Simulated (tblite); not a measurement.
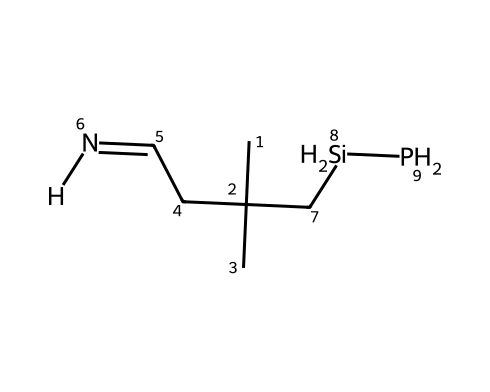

A structural formula, with wedges where it has stereocentres; small numbers name the atoms. The configuration is that of a computed structure (GFN2-xTB).

What are the Cahn–Ingold–Prelog descriptors?

C5=N6: Z.

Write the isomeric SMILES.

[H]/N=C\CC(C)(C)C[SiH2]P
